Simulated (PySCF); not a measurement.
**BH2SeCl (SMILES ClB[SeH]) at BP86/def2-SVP**

What is the vertical ionisation energy of BH2SeCl at BP86/def2-SVP? The job is set up through a Python script.

The results are computed with PySCF 2.14.0.

## (1) The system as given

The species is BH2SeCl (5 atoms), meant as a singlet with charge 0. As SMILES, `ClB[SeH]`. The coordinates come from a PBE0-D4/def2-TZVP relaxation. This is one conformer, not always the lowest.

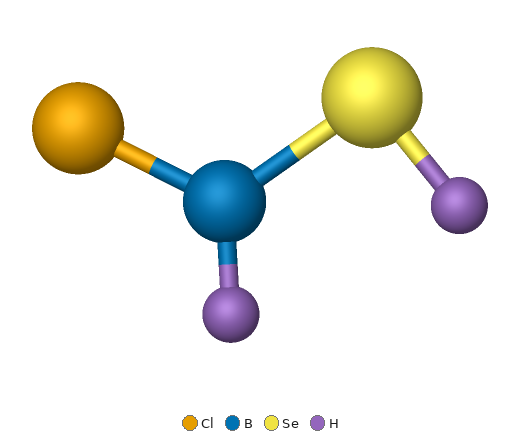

The structure, seen from a chosen angle (chlorine amber, boron blue, selenium yellow, hydrogen purple).

## (2) The energy at BP86/def2-SVP

The input, input.xyz:

```xyz
5

Cl    -2.133400    -0.290000    -0.272300
B     -0.406800    -0.344500    -0.042400
Se     0.577100     1.299700    -0.015900
H      0.133400    -1.393500     0.094000
H      1.879500     0.654700     0.195200
```

The input, job.py:

```python
from pyscf import gto, dft

mol = gto.M(
    atom='input.xyz',
    verbose=4,
    basis='def2-svp',
    spin=0,
    max_memory=1860,
)

calc0 = dft.RKS(mol, xc='bp86')
calc0.grids.level = 3
calc0.conv_tol = 1e-10
calc0.kernel()
if not calc0.converged:
    calc0 = calc0.newton().run(calc0.mo_coeff, calc0.mo_occ)

e_tot = calc0.e_tot
print('E(%s) = %.9f' % ('BP86', e_tot))
```

Started as:

```bash
$ OMP_NUM_THREADS=1 python job.py
```

Output:

```text
PySCF version 2.14.0

[INPUT] num. atoms = 5
[INPUT] num. electrons = 58
[INPUT] charge = 0
[INPUT] spin (= nelec alpha-beta = 2S) = 0
[INPUT] symmetry False subgroup None
[INPUT] Mole.unit = angstrom
[INPUT] Symbol           X                Y                Z      unit          X                Y                Z       unit  Magmom
[INPUT]  1 Cl    -2.133400000000  -0.290000000000  -0.272300000000 AA   -4.031541714147  -0.548020576124  -0.514572423719 Bohr   0.0
[INPUT]  2 B     -0.406800000000  -0.344500000000  -0.042400000000 AA   -0.768740587473  -0.651010649913  -0.080124387682 Bohr   0.0
[INPUT]  3 Se     0.577100000000   1.299700000000  -0.015900000000 AA    1.090560946486   2.456077044097  -0.030046645381 Bohr   0.0
[INPUT]  4 H      0.133400000000  -1.393500000000   0.094000000000 AA    0.252089465017  -2.633333354581   0.177634255709 Bohr   0.0
[INPUT]  5 H      1.879500000000   0.654700000000   0.195200000000 AA    3.551740251120   1.237203693753   0.368874539515 Bohr   0.0

nuclear repulsion = 197.787959284966
number of shells = 32
number of NR pGTOs = 148
number of NR cGTOs = 74
basis = def2-svp
ecp = {}

******** <class 'pyscf.dft.rks.RKS'> ********
method = RKS
initial guess = minao
damping factor = 0
level_shift factor = 0
DIIS = <class 'pyscf.scf.diis.CDIIS'>
diis_start_cycle = 1
diis_space = 8
diis_damp = 0
SCF conv_tol = 1e-10
SCF conv_tol_grad = None
SCF max_cycles = 50
direct_scf = True
direct_scf_tol = 1e-13
XC library pyscf.dft.libxc version 7.0.0
    S. Lehtola, C. Steigemann, M. J.T. Oliveira, and M. A.L. Marques.,  SoftwareX 7, 1–5 (2018)
XC functionals = bp86
    A. D. Becke.,  Phys. Rev. A 38, 3098 (1988)
    J. P. Perdew.,  Phys. Rev. B 33, 8822 (1986)
radial grids:
    Treutler-Ahlrichs [JCP 102, 346 (1995); DOI:10.1063/1.469408] (M4) radial grids

becke partition: Becke, JCP 88, 2547 (1988); DOI:10.1063/1.454033
pruning grids: <function nwchem_prune>
grids dens level: 3
symmetrized grids: False
atomic radii adjust function: <function treutler_atomic_radii_adjust>
small_rho_cutoff = 0
Set gradient conv threshold to 1e-05
Initial guess from minao.
tot grids = 72968
init E= -2886.98324446873
  HOMO = -0.285529745366869  LUMO = -0.120214624968634  gap/eV = 4.49845
cycle= 1 E= -2887.70705837762  delta_E= -0.724  |g|= 0.235  |ddm|= 2.39
  HOMO = -0.229491006259566  LUMO = -0.0604568901339171  gap/eV = 4.59965
cycle= 2 E= -2887.70740400875  delta_E= -0.000346  |g|= 0.208  |ddm|= 0.598
  HOMO = -0.240307483996784  LUMO = -0.0800737918398529  gap/eV = 4.36018
cycle= 3 E= -2887.71720996783  delta_E= -0.00981  |g|= 0.0598  |ddm|= 0.378
  HOMO = -0.245850804768313  LUMO = -0.0790464260127228  gap/eV = 4.53898
cycle= 4 E= -2887.71857857229  delta_E= -0.00137  |g|= 0.0164  |ddm|= 0.12
  HOMO = -0.244524678728463  LUMO = -0.0799770531169068  gap/eV = 4.47757
cycle= 5 E= -2887.71866671784  delta_E= -8.81e-05  |g|= 0.00613  |ddm|= 0.0291
  HOMO = -0.244592912646255  LUMO = -0.0797473298210236  gap/eV = 4.48568
cycle= 6 E= -2887.71867727485  delta_E= -1.06e-05  |g|= 0.00141  |ddm|= 0.00861
  HOMO = -0.244734051162698  LUMO = -0.0798793574333923  gap/eV = 4.48592
cycle= 7 E= -2887.71867786446  delta_E= -5.9e-07  |g|= 0.000321  |ddm|= 0.00206
  HOMO = -0.244715569300483  LUMO = -0.0798476212456039  gap/eV = 4.48629
cycle= 8 E= -2887.71867789539  delta_E= -3.09e-08  |g|= 4.36e-05  |ddm|= 0.000475
  HOMO = -0.24471645702805  LUMO = -0.0798491795937482  gap/eV = 4.48627
cycle= 9 E= -2887.71867789602  delta_E= -6.33e-10  |g|= 1.08e-05  |ddm|= 6.45e-05
  HOMO = -0.244716616339198  LUMO = -0.0798501478725342  gap/eV = 4.48625
cycle= 10 E= -2887.71867789606  delta_E= -4.14e-11  |g|= 1.07e-06  |ddm|= 1.55e-05
  HOMO = -0.244716831937596  LUMO = -0.0798500358461851  gap/eV = 4.48625
Extra cycle  E= -2887.71867789607  delta_E= -6.37e-12  |g|= 1.45e-06  |ddm|= 4.03e-06
converged SCF energy = -2887.71867789607
E(BP86) = -2887.718677896
```

Wall time 3.9 s (1 thread of Intel Xeon Platinum 8488C (Sapphire Rapids), shared host); peak memory 0.34 GiB.

## (3) The doublet cation at the same level

The input, geometry.xyz:

```xyz
5
BClH2Se
Cl    -2.133400    -0.290000    -0.272300
B     -0.406800    -0.344500    -0.042400
Se     0.577100     1.299700    -0.015900
H      0.133400    -1.393500     0.094000
H      1.879500     0.654700     0.195200
```

The input, job.py:

```python
from pyscf import gto, dft

mol = gto.M(
    atom='geometry.xyz',
    spin=1,
    charge=1,
    verbose=4,
    basis='def2-svp',
    max_memory=1860,
)

mf = dft.UKS(mol)
mf.xc = 'bp86'
mf.conv_tol = 1e-10
mf.grids.level = 3
mf.kernel()
if not mf.converged:
    mf = mf.newton().run(mf.mo_coeff, mf.mo_occ)

energy = mf.e_tot
print('E(%s) = %.9f' % ('BP86', energy))
```

Started as:

```bash
$ OMP_NUM_THREADS=1 python job.py
```

Output:

```text
PySCF version 2.14.0

[INPUT] num. atoms = 5
[INPUT] num. electrons = 57
[INPUT] charge = 1
[INPUT] spin (= nelec alpha-beta = 2S) = 1
[INPUT] symmetry False subgroup None
[INPUT] Mole.unit = angstrom
[INPUT] Symbol           X                Y                Z      unit          X                Y                Z       unit  Magmom
[INPUT]  1 Cl    -2.133400000000  -0.290000000000  -0.272300000000 AA   -4.031541714147  -0.548020576124  -0.514572423719 Bohr   0.0
[INPUT]  2 B     -0.406800000000  -0.344500000000  -0.042400000000 AA   -0.768740587473  -0.651010649913  -0.080124387682 Bohr   0.0
[INPUT]  3 Se     0.577100000000   1.299700000000  -0.015900000000 AA    1.090560946486   2.456077044097  -0.030046645381 Bohr   0.0
[INPUT]  4 H      0.133400000000  -1.393500000000   0.094000000000 AA    0.252089465017  -2.633333354581   0.177634255709 Bohr   0.0
[INPUT]  5 H      1.879500000000   0.654700000000   0.195200000000 AA    3.551740251120   1.237203693753   0.368874539515 Bohr   0.0

nuclear repulsion = 197.787959284966
number of shells = 32
number of NR pGTOs = 148
number of NR cGTOs = 74
basis = def2-svp
ecp = {}

[... 64 lines left out ...]
[... the frontier-level lines of each cycle are left out ...]
[... 6 lines left out ...]
[... 6 lines left out ...]
[... 6 lines left out ...]
[... 6 lines left out ...]
[... 6 lines left out ...]
[... 6 lines left out ...]
[... 6 lines left out ...]
[... 4 lines left out ...]


cycle= 16 E= -2887.35094087203  delta_E= 2.05e-10  |g|= 0.000233  |ddm|= 0.000493



cycle= 17 E= -2887.3509408733  delta_E= -1.26e-09  |g|= 0.000199  |ddm|= 0.0018



cycle= 18 E= -2887.35094088764  delta_E= -1.43e-08  |g|= 4.56e-05  |ddm|= 0.00923



cycle= 19 E= -2887.35094088864  delta_E= -1e-09  |g|= 9.55e-06  |ddm|= 0.00153



cycle= 20 E= -2887.35094088869  delta_E= -4.64e-11  |g|= 2.46e-06  |ddm|= 0.00025



Extra cycle  E= -2887.35094088862  delta_E= 6.37e-11  |g|= 8.26e-06  |ddm|= 1.78e-05
converged SCF energy = -2887.35094088862  <S^2> = 0.75343619  2S+1 = 2.0034332
E(BP86) = -2887.350940889
```

Run time: 9.3 s. Hardware: 1 thread of Intel Xeon Platinum 8488C (Sapphire Rapids), shared host; peak memory 0.34 GiB.

## (4) Results

Level: BP86/def2-SVP.

| quantity | value |
| --- | --- |
| singlet BH2SeCl: total energy | -2887.71868 Eh |
| singlet BH2SeCl: dipole moment | 1.12 D |
| singlet BH2SeCl: HOMO energy | -6.66 eV |
| singlet BH2SeCl: LUMO energy | -2.17 eV |
| singlet BH2SeCl: HOMO–LUMO gap | 4.49 eV |
| doublet cation: total energy | -2887.35094 Eh |
| doublet cation: HOMO energy (highest over α and β) | -13.31 eV |
| doublet cation: LUMO energy (lowest over α and β) | -13.30 eV |
| doublet cation: ⟨S²⟩ | 0.753 |
| vertical ionisation energy (to the doublet cation) | 10.007 eV |

What this shows: Removing an electron at fixed nuclei costs 10.01 eV (231 kcal/mol). −ε(HOMO) before ionisation, 6.66 eV, is 3.35 eV below this ionisation energy. Mulliken charges (doublet cation) run from -0.01 on B2 to +0.50 on Se3; they depend strongly on the basis.
